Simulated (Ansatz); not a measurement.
H4O2Si···H2O

```yaml
atoms:
  - { symbol: Si, position_ang: [-0.0599, 0.0347, -0.1405] }
  - { symbol: H, position_ang: [0.0721, 0.3102, 1.3065] }
  - { symbol: H, position_ang: [1.2038, 0.2349, -0.8972] }
  - { symbol: O, position_ang: [-1.2026, 1.0702, -0.7557] }
  - { symbol: H, position_ang: [-1.7406, 1.5312, -0.0825] }
  - { symbol: O, position_ang: [-0.6476, -1.5185, -0.3440] }
  - { symbol: H, position_ang: [-1.5337, -1.5367, -0.7607] }
  - { symbol: O, position_ang: [1.3212, -1.9480, 1.4099] }
  - { symbol: H, position_ang: [0.6132, -2.3600, 0.8579] }
  - { symbol: H, position_ang: [0.8020, -1.2872, 1.9417] }
```

Not at a stationary point (largest force 0.7 eV/Å).

Computed with RKS LDA/6-31G* in Ansatz.

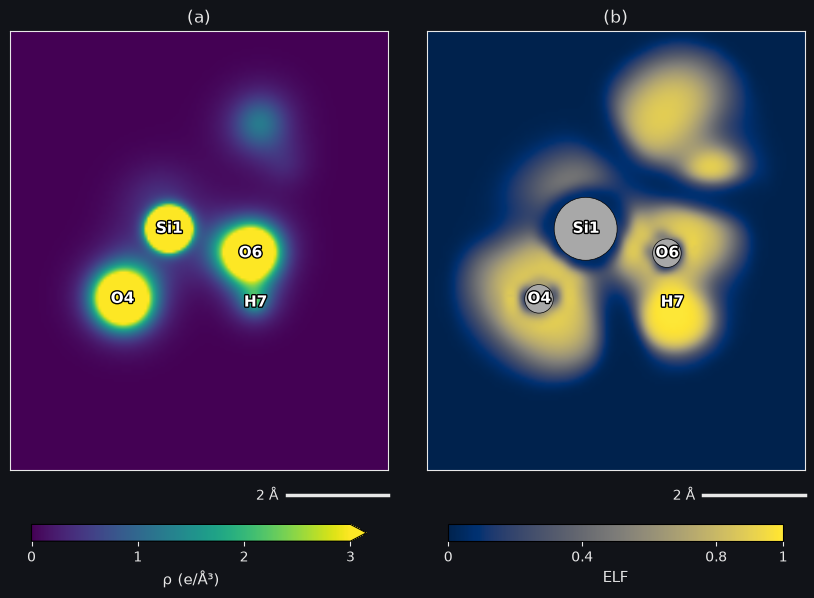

Figure 1. (a) electron density; (b) electron localisation function on the plane of atoms O4, Si1 and O6. Grey discs cover the atomic cores in the ELF map.

Question: What do the fields say about this system?

Answer: The plane passes through Si, O and H nuclei.
Si–O (1.66 Å): ρ at the midpoint is about 1.1 e/Å³; the ELF peaks at about 0.85 between the atoms (a polar covalent bond).
O–H (0.98 Å): the density is about 3.5 e/Å³ at the midpoint; the ELF climbs to about 1 towards the hydrogen, as it does in any bond to H (a covalent bond by its length).
The ELF also peaks beside O4, O6 and O8, away from the bonds: lone-pair regions.

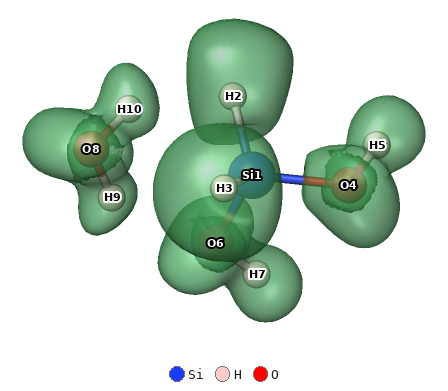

Figure 2. Isosurface of the ELF at 0.75 (green), seen at a tilt. Only the valence region is drawn (cores and ρ < 0.01 e/Å³ removed).

Question: Identify the bonds, lone pairs and shells in this picture.

Answer: The surface consists of two regions around hydrogen nuclei and three joined regions spread over several atoms (H, O), in which their bonds and any lone pairs are merged. Along the contacts the grid gives the following. O6···H9 (1.93 Å): the ELF dips to about 0.10 between them; a closed-shell contact with the geometry of a hydrogen bond.

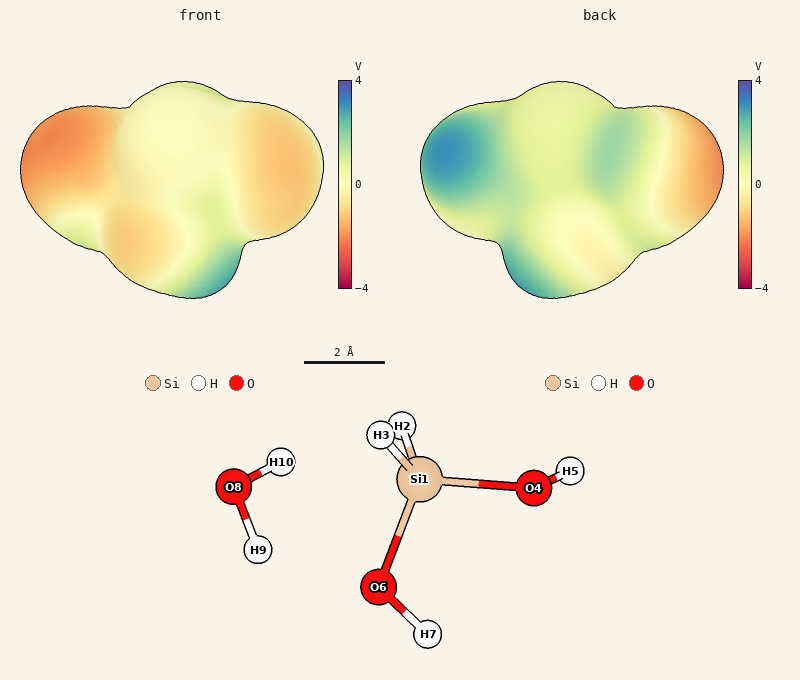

Figure 3. The electrostatic potential painted on the density surface at 0.002 e/bohr³, seen from the front and from behind; the colour scale runs from red (negative) to blue (positive). The bare structure is drawn below in the same view.

Question: Where is the surface potential most negative and most positive?

Answer: The most negative region (about −2.0 V) lies over O8, the most positive (about +3.0 V) over H5. O8 is the likeliest acceptor of a hydrogen bond.
